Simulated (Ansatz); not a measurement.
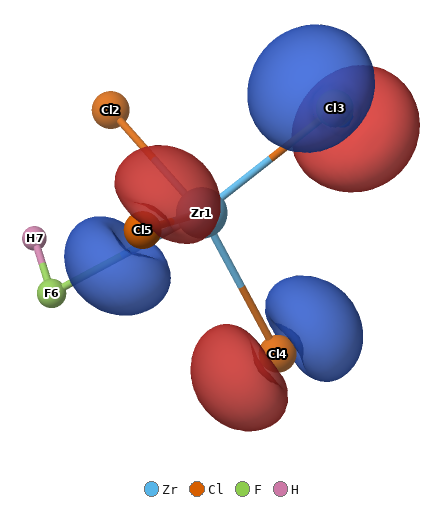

Figure 1: Cl4FHZr. One frontier orbital at ±0.15 Å⁻³ᐟ² (blue and red are the two phases), seen at a tilt.

Core potentials replace the inner electrons of Zr.

Theory: RKS PBE/def2-SVP in Ansatz.

```xyz
7

Zr   -0.1238    0.0000    0.0300
Cl    0.1453    0.0001    2.4473
Cl    2.1419   -0.0001   -0.5267
Cl   -0.8734    1.9610   -1.0050
Cl   -0.8735   -1.9610   -1.0049
F    -2.2895    0.0002    1.0949
H    -1.8673   -0.0002    1.9672
```

Which orbital is it: HOMO or LUMO?

The HOMO, at −7.99 eV. It lies mainly on Cl3 (about 45 %), Cl4 (about 25 %) and Cl5 (about 25 %); largely a combination of lone pairs on Cl3, Cl4 and Cl5.
